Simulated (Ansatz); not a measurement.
# GeH4O3···H2: what the fields show

Input

```
crystal:
  periodic: [false, false, false]
  atoms:
    - { symbol: Ge, position_ang: [0.0, 0.0, 0.0] }
    - { symbol: H, position_ang: [0.0, 0.0, 1.9] }
    - { symbol: O, position_ang: [1.6691, 0.0, -0.5894] }
    - { symbol: H, position_ang: [1.9855, -0.9521, -0.7061] }
    - { symbol: O, position_ang: [-0.8337, 1.4443, -0.5894] }
    - { symbol: H, position_ang: [-1.7915, 1.2136, -0.8118] }
    - { symbol: H, position_ang: [-0.73, -1.2648, -0.5162] }
    - { symbol: O, position_ang: [1.0856, 1.6372, 0.6527] }
    - { symbol: H, position_ang: [1.8625, 1.3234, 1.2167] }
    - { symbol: H, position_ang: [0.5492, 0.8282, 1.8011] }
basis:
  gaussian: { orbitals: def2-mTZVP }
hamiltonian:
  xc: r2scan
  dispersion: d4
relax:
  f_tol: 0.15
  max_steps: 25
  restrain:
    - { distance: [0, 7], at: 1.77, k: 30.0 }
    - { distance: [9, 1], at: 0.66, k: 30.0 }
    - { distance: [0, 1], at: 2.75, k: 30.0 }
    - { distance: [9, 7], at: 2.21, k: 30.0 }
output:
  orbitals: {}
```

Run with:

```sh
ansatz run input.yaml --threads 4 --pin off --max-ram 5120MiB --backend cpu --events-out ev --progress --plain --runs-dir out
```

The fields are those of the run's last geometry, not of the input's.

Not at a stationary point (largest force 1.4 eV/Å).

The calculation used RKS r2SCAN-D4/def2-mTZVP (Ansatz 0.2.0).

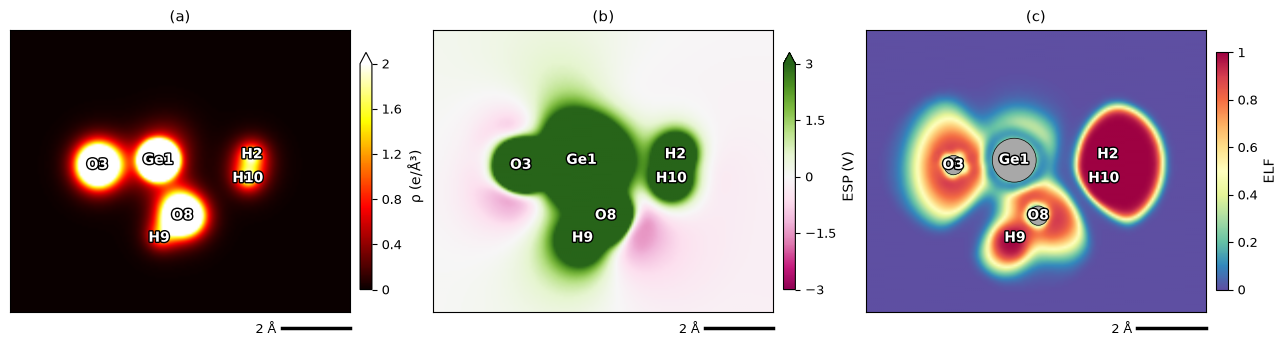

Figure 1. (a) total electron density; (b) electrostatic potential; (c) ELF on the plane of atoms O3, Ge1 and O8. Grey discs cover the atomic cores in the ELF map.

What do the fields say about this system?

Answer.
- The section cuts through Ge, H and O sites.
- Ge1···H10 (2.69 Å): the density falls to about 0.08 e/Å³ on the way; the ELF dips to about 0.05 between them.
- Ge–O (1.78 Å): ρ is about 0.96 e/Å³ halfway; the ELF peaks at about 0.85 in the valence shell of O, 0.6 Å from its nucleus, and is about 0.35 at the midpoint.
- H–H (0.71 Å): ρ is about 1.8 e/Å³ halfway; the ELF peaks at about 1 between the atoms (an ordinary covalent bond to hydrogen).
- O–H (0.97 Å): the density is about 3.6 e/Å³ at the midpoint; the ELF climbs to about 1 towards the hydrogen, as it does in any bond to H (a covalent bond by its length).
- The ELF also peaks beside O8 and O3, away from the bonds: lone-pair regions.
- Outside the dense part of the complex the potential is most negative (−1.5 V) near O8.

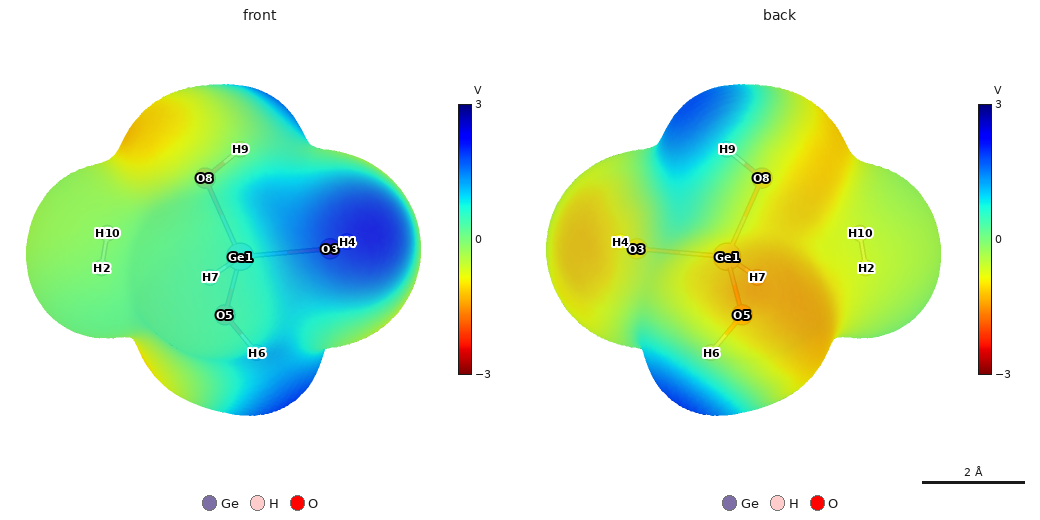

Figure 2. The molecular electrostatic potential painted on the density surface at 0.001 e/bohr³, seen from the front and from behind; red is negative and blue positive.

Which sites attract a positive test charge, and which a negative one?

Answer. A positive charge is drawn to the negative regions and a negative charge to the positive ones. The most negative region (about −1.4 V) lies over O5, the most positive (about +2.1 V) over H4. O5 is the likeliest acceptor of a hydrogen bond.

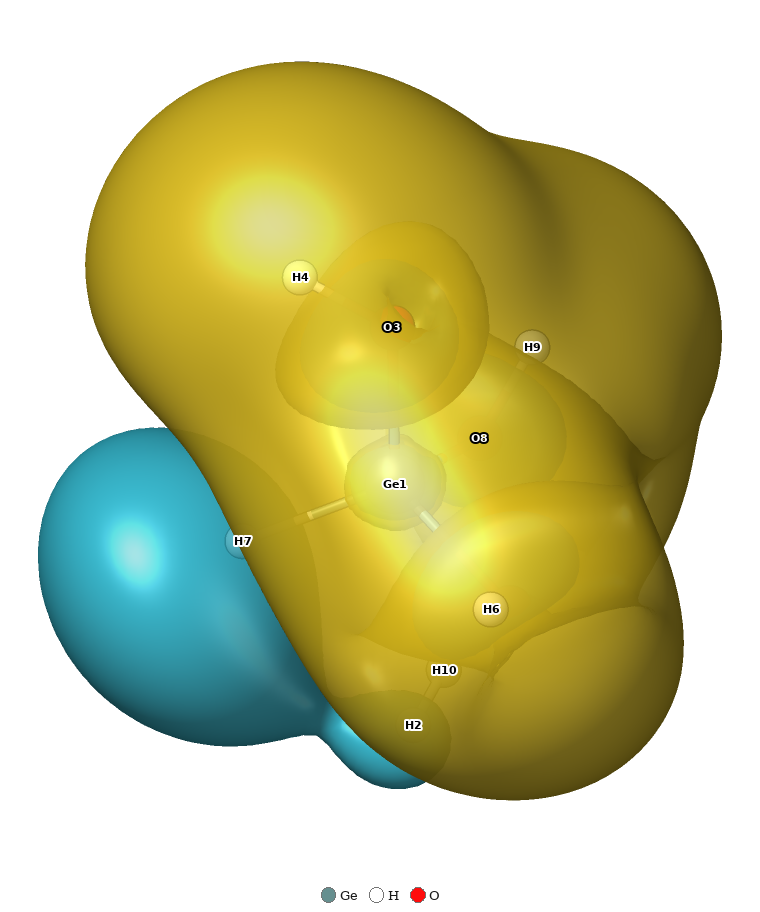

Figure 3. One frontier orbital at ±0.04 Å⁻³ᐟ² (yellow and cyan are the two phases), seen at an oblique angle.

Which orbital is it: HOMO or LUMO?

Answer. The LUMO, at −0.24 eV. By Hirshfeld shares it lies mainly on Ge1 (about 30 %), O3 (about 15 %), H4 (about 10 %), H7 (about 10 %), O5 (about 10 %) and O8 (about 10 %).
